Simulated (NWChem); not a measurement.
# UBLYP-D2/6-311++G(3df,3pd) (density fitting with weigend coulomb fitting) run of N2H (dinitrogen monohydride)

What is the energy change on altering one bond length of N2H (dinitrogen monohydride) at UBLYP-D2/6-311++G(3df,3pd) (density fitting with weigend coulomb fitting)? 

The results are computed with NWChem 7.3.0.

3 further runs of the same task are left out: 3 set aside as unsound or not needed.

### Step 1. The structure to begin with

The species is N2H (3 atoms), meant as a doublet with charge 0. As SMILES, `[N]=N`. The coordinates come from a GFN2-xTB relaxation.

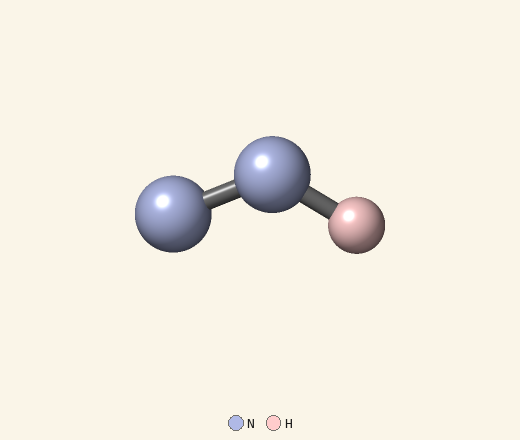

Viewed from a chosen angle; nitrogen light blue, hydrogen pink.

### Step 2. Energy and forces at UBLYP-D2/6-311++G(3df,3pd) (density fitting with weigend coulomb fitting)

The input, hn2.nw:

```
start hn2
title "HN2"
memory 2200 mb
charge 0

geometry noautosym nocenter
 zmatrix
   N
   N 1 r2
   H 2 r3 1 a3
 variables
   r2 1.163614
   r3 1.036967
   a3 124.81753
 end
end

basis spherical
 * library "6-311++G(3df,3pd)"
end

basis "cd basis" spherical
 * library "weigend coulomb fitting"
end

dft
 xc becke88 lyp
 mult 2
 disp vdw 2
 grid fine
 convergence energy 1e-06
 maxiter 150
 mulliken
 print low
end

task dft gradient
```

Launch:

```sh
$ nwchem hn2.nw > hn2.out
```

Output:

```text
[...]
 d= 0,ls=0.0,diis     1   -110.0211956344 -1.38D+02  4.08D-03  1.61D-01     1.3
[...]
 d= 0,ls=0.0,diis     8   -110.0574053207  9.10D-07  8.02D-06  2.86D-06     6.2
[...]
         Total DFT energy =     -110.057405320712
      One electron energy =     -203.467685654606
           Coulomb energy =       79.736692985428
    Exchange-Corr. energy =      -14.080709102035
 Nuclear repulsion energy =       27.754380948459
    Dispersion correction =       -0.000084497959
[...]
      Total Density - Mulliken Population Analysis
     ---------------------------------------------
    Atom       Charge   Shell Charges
 -----------   ------   -------------------------------------------------------
    1 N    7     7.20   1.10  0.89  0.74  0.97  1.50  1.18  0.61  0.13  0.04  0.00  0.03 -0.01  0.01
    2 N    7     7.12   1.10  0.89  0.79  0.92  1.64  0.95  0.71  0.04  0.03  0.00  0.04  0.00  0.01
    3 H    1     0.68   0.27  0.37  0.03  0.01  0.00  0.02 -0.02  0.00
[...]
      <S2> =      0.7529 (Exact =     0.7500)
[...]
                         DFT ENERGY GRADIENTS
    atom               coordinates                        gradient
                 x          y          z           x          y          z
   1 N       0.000000   0.000000   0.000000   -0.006337  -0.000000   0.023688
   2 N       0.000000   0.000000   2.198912    0.027098  -0.000000  -0.018102
   3 H       1.608768   0.000000   3.317765   -0.020761   0.000000  -0.005587
 Task  times  cpu:        8.5s     wall:        8.5s
 Total times  cpu:        8.5s     wall:        8.5s
```

It took 9.3 s on 1 thread of Intel Xeon Platinum 8259CL at 2.50GHz (Skylake/Cascade Lake), shared host; peak memory 0.12 GiB.

### Step 3. The distorted shape

The input, test.nw:

```
start test
memory total 2200 mb
charge 0
geometry units bohr noautosym nocenter noautoz
N   1.80431428 -1.42524089  0.84038010
N  -0.45950580 -0.35031743 -0.28863677
H  -0.89202632  1.56057363 -0.32593996
end
basis "ao basis" spherical
N library "6-311++G(3df,3pd)"
H library "6-311++G(3df,3pd)"
end
basis "cd basis" spherical
N library "weigend coulomb fitting"
H library "weigend coulomb fitting"
end
dft
xc becke88 lyp
mult 2
disp vdw 2
grid fine
convergence energy 1e-06
maxiter 150
mulliken
end
task dft gradient
```

Launch:

```sh
$ nwchem test.nw > test.out
```

Output:

```text
[...]
          Wavefunction type:  spin polarized.
          No. of atoms     :     3
          No. of electrons :    15
[...]
          Charge           :     0
          Spin multiplicity:     2
[...]
          AO basis - number of functions:    96
[...]
              XC Information
              --------------
                    Becke 1988 Exchange Functional  1.000
              Lee-Yang-Parr Correlation Functional  1.000
[...]
 d= 0,ls=0.0,diis     1   -109.9419094527 -1.33D+02  3.88D-03  1.94D-01     1.3
[...]
 d= 0,ls=0.0,diis    12   -109.9892734985 -1.12D-07  1.17D-06  1.57D-08     8.4
[...]
         Total DFT energy =     -109.989273498481
      One electron energy =     -194.355936281236
           Coulomb energy =       75.186084008902
    Exchange-Corr. energy =      -13.889454640040
 Nuclear repulsion energy =       23.070327761936
    Dispersion correction =       -0.000294348043
[...]
      Total Density - Mulliken Population Analysis
     ---------------------------------------------
    Atom       Charge   Shell Charges
 -----------   ------   -------------------------------------------------------
    1 N    7     7.06   1.10  0.89  0.66  1.04  1.39  0.93  0.90  0.04  0.07  0.00  0.02  0.01  0.00
    2 N    7     7.32   1.10  0.89  0.73  0.96  1.57  0.89  1.01  0.06  0.08  0.00  0.02  0.01  0.00
    3 H    1     0.62   0.26  0.34 -0.00  0.01  0.00  0.02 -0.01  0.00
[...]
      <S2> =      0.7653 (Exact =     0.7500)
[...]
  wavefunction    = open shell
                         DFT ENERGY GRADIENTS
    atom               coordinates                        gradient
                 x          y          z           x          y          z
   1 N       1.804314  -1.425241   0.840380    0.149622  -0.086265   0.073028
   2 N      -0.459506  -0.350317  -0.288637   -0.132985   0.092429  -0.063259
   3 H      -0.892026   1.560574  -0.325940   -0.016637  -0.006164  -0.009768
[...]
```

Run time: 11 s. Hardware: 1 thread of Intel Xeon Platinum 8259CL at 2.50GHz (Skylake/Cascade Lake), shared host; peak memory 0.12 GiB.

### Step 4. Summary of results

At UBLYP-D2/6-311++G(3df,3pd) (density fitting with weigend coulomb fitting):

```
                                                         quantity          value
                                        first shape: total energy  -110.05741 Eh
                                   first shape: dispersion energy   -0.22 kJ/mol
                                                first shape: ⟨S²⟩          0.753
                            first shape: largest force on an atom     1.676 eV/Å
                                    distorted shape: total energy  -109.98927 Eh
                                   distorted shape: dipole moment         1.91 D
              distorted shape: HOMO energy (highest over α and β)       -6.09 eV
               distorted shape: LUMO energy (lowest over α and β)       -4.62 eV
                               distorted shape: dispersion energy   -0.77 kJ/mol
                                            distorted shape: ⟨S²⟩          0.765
                        distorted shape: largest force on an atom     9.642 eV/Å
energy change with the N1–N2 bond stretched from 1.164 to 1.455 Å       1.854 eV
```

In words: With the N1–N2 bond stretched from 1.164 to 1.455 Å the energy rises by 1.85 eV (43 kcal/mol). The first shape isn't relaxed at this level, so the change isn't measured from a minimum. The largest force (first shape) is 1.68 eV/Å: the shape isn't a stationary point for this species at this level.
